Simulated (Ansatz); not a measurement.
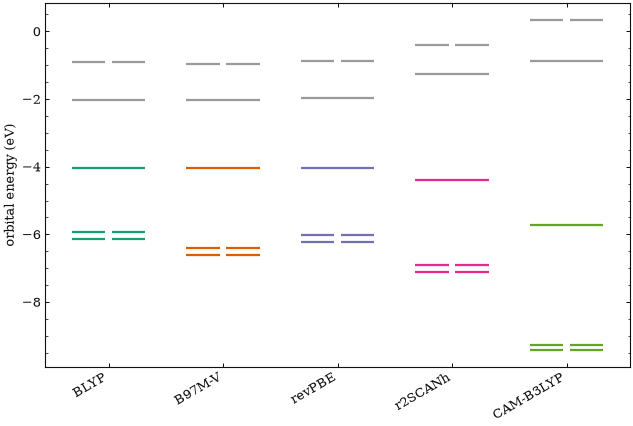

Frontier orbital energies of LiAg, singlet at one geometry, def2-TZVPP, the Ansatz code 0.2.0, at a PBE0-D4/def2-TZVP geometry (a minimum by its frequencies). Empty levels are grey, levels within 0.1 eV stand side by side; all columns show the same few orbitals around the gap.

> Compare the HOMO-LUMO separations.

The separation grows from 2.00 eV (BLYP) to 4.84 eV (CAM-B3LYP).

```csv
level,HOMO (eV),LUMO (eV),separation (eV)
BLYP,−4.04,−2.04,2.00
B97M-V,−4.05,−2.04,2.01
revPBE,−4.04,−1.96,2.07
r2SCANh,−4.39,−1.26,3.13
CAM-B3LYP,−5.72,−0.88,4.84
```

Caveats, for all or some of the runs: core potentials past krypton; empty levels above zero depend strongly on the basis.
